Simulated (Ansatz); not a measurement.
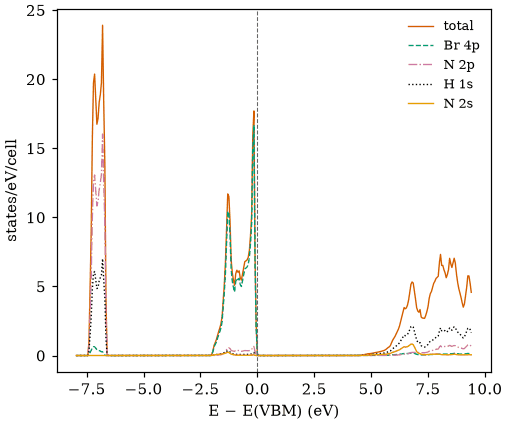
Figure. Total and projected density of states of H$_{4}$BrN in space group P4/nmm (No. 129; H on 8i, Br on 2c, N on 2a), plane-wave PAW LDA (Ansatz code)

Which orbitals carry the states next to the gap?

Top 1 eV of the valence band: Br 4p 93 %. Bottom 1 eV of the conduction band: H 1s 50 %, N 2s 25 %, Br 4s 6 %, Br 4p 6 %, outside the projected shells 13 %. Projections are on Löwdin-orthogonalised atomic valence shells; empty p or d shells of many metals are not among them.

Where is the tallest occupied peak in this window, and what makes it?

Near -6.8 eV, about 24 states/eV per cell; the largest projected share is N 2p.

The workflow started from a Materials Project entry (that database holds measured and hypothetical structures alike); the Crystallography Open Database files this formula in space group No. 129, but the cells were not matched. Whether it is the stable phase at ambient conditions was not checked. The cell was relaxed with LDA under the symmetry of its start; phonons on a q-mesh show no instability. A crystal of weakly bound molecules computed without a dispersion correction: the cell and the soft elastic constants depend strongly on that. Scalar-relativistic: spin–orbit coupling is off unless named, which matters more the heavier the elements.

Potentials: the later of the program's two PAW sets.
